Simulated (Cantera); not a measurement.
Feed: 1 mol Si, a varied amount of F2, at 500 °C and 133 Pa.

These are equilibrium values from Cantera (NASA tables, ideal gas, pure condensed phases), not measurements of a reactor. Candidate condensed phases: Si; 9 gas species. The tables' values for SiF3 are old estimates; treat these amounts as uncertain. The numbers say what is thermodynamically allowed, not how fast it happens.

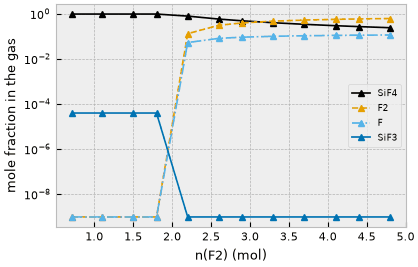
Figure. Equilibrium gas composition (values under 1e-9 drawn at 1e-9)

Problem. Read off the mole fractions at 2.2 mol F2.

Solution. SiF4 about 0.81, F2 about 0.13, F about 0.054.
